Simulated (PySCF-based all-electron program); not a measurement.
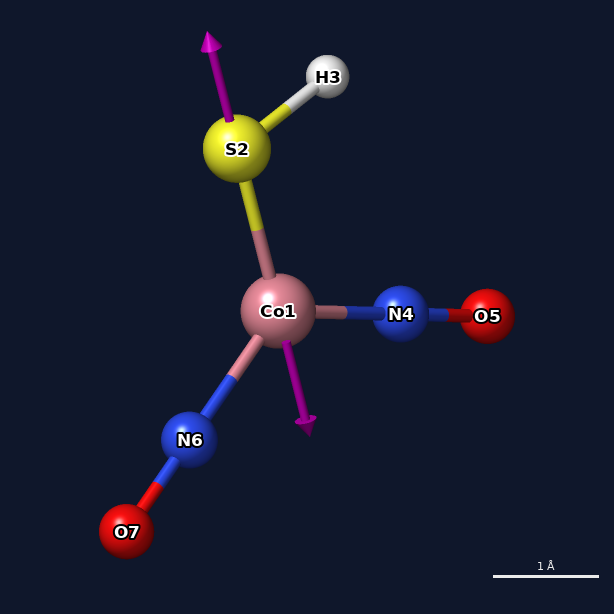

Arrows show the forces on the atoms, 0.07 Å of arrow for 1 eV/Å; forces under a tenth of the largest aren't drawn. The species is neutral and a spin singlet. Level of theory: PBE, all-electron, scalar-relativistic (Koelling-Harmon), large uncontracted Gaussian sets (PySCF-based all-electron program).

Q: Which bond do the forces act along most?

A: Co1–S2, now 1.712 Å: the forces push its atoms apart, so a first step downhill lengthens it.

List the force components in the frame of the picture (x right, y up, z towards the viewer), in eV/Å.

```tsv
atom	Fx	Fy	Fz
Co1	3.28	−13.06	−4.89
S2	−3.14	12.34	4.66
H3	0.09	0.90	0.03
N4	0.23	−0.16	−0.25
O5	−0.21	0.08	0.21
N6	−0.48	−0.35	0.43
O7	0.23	0.26	−0.19
```
